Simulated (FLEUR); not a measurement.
Band structure of Li2Ga (Cmcm, 6 atoms in the cell).

```xyz
6
Lattice="2.2119 -4.6041 0.0000 2.2119 4.6041 0.0000 0.0000 0.0000 4.2488" Properties=species:S:1:pos:R:3 pbc="T T T"
Li     2.2119     0.7542     1.0622
Li     2.2119    -0.7542     3.1866
Li     2.2119     2.3891     3.1866
Li     2.2119    -2.3891     1.0622
Ga     2.2119     3.8911     1.0622
Ga     2.2119    -3.8911     3.1866
```

Level of theory: LDA (Vosko-Wilk-Nusair), all-electron FLAPW (FLEUR), scalar-relativistic valence.

Settings: Kmax = 4.3 1/bohr; GmaxXC = 15 1/bohr; xcFunctional = vwn; jspins = 1; l_soc = F; mode = hist; fermiSmearingEnergy = 0.00367493 Htr; mesh (inpgen div1-3) = 6 6 5; inpgen gamma flag = true; Gmax = 15 1/bohr; numbands = 0; maxIterBroyd = 15; imix = Anderson; alpha = 0.05.

The starting cell comes from a database of computed structures (which also holds hypothetical and non-ambient phases and stackings), without a prior relaxation at this level. Its lattice was rescaled by a random factor within 2.5 % of one. Values depend on the basis (sphere radii, cutoffs, local orbitals), which need not be converged.

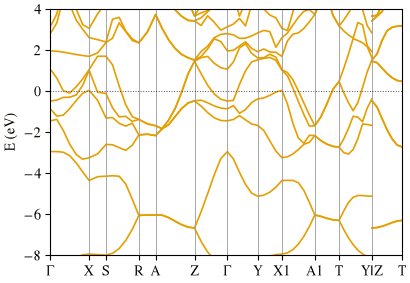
Figure. Bands along the path, energies from the Fermi level.

Levels in eV from the Fermi level, bands 12 to 19:
```json
[
 {"point": "Γ", "12": "-2.95", "13": "-1.45", "14": "-0.87", "15": "-0.49", "16": "1.06", "17": "1.95", "18": "2.80", "19": "3.13"},
 {"point": "X", "12": "-4.36", "13": "-3.25", "14": "0.03", "15": "1.01", "16": "1.04", "17": "1.69", "18": "2.60", "19": "3.05"},
 {"point": "S", "12": "-4.15", "13": "-2.60", "14": "-1.31", "15": "-0.12", "16": "1.69", "17": "2.36", "18": "2.39", "19": "4.30"},
 {"point": "R", "12": "-6.06", "13": "-2.14", "14": "-2.14", "15": "-1.38", "16": "-1.38", "17": "2.35", "18": "2.35", "19": "6.82"},
 {"point": "A", "12": "-6.04", "13": "-2.17", "14": "-2.17", "15": "-1.69", "16": "-1.69", "17": "3.73", "18": "3.73", "19": "5.43"},
 {"point": "Z", "12": "-6.67", "13": "-0.48", "14": "-0.48", "15": "1.45", "16": "1.45", "17": "1.51", "18": "1.51", "19": "3.42"},
 {"point": "Y", "12": "-5.13", "13": "-1.67", "14": "-0.39", "15": "1.52", "16": "1.62", "17": "1.91", "18": "2.83", "19": "4.78"},
 {"point": "X1", "12": "-4.36", "13": "-3.25", "14": "0.03", "15": "1.01", "16": "1.04", "17": "1.69", "18": "2.60", "19": "3.05"},
 {"point": "A1", "12": "-6.04", "13": "-2.17", "14": "-2.17", "15": "-1.69", "16": "-1.69", "17": "3.73", "18": "3.73", "19": "5.43"},
 {"point": "T", "12": "-6.30", "13": "-2.73", "14": "-2.73", "15": "0.47", "16": "0.47", "17": "3.17", "18": "3.17", "19": "7.43"}
]
```
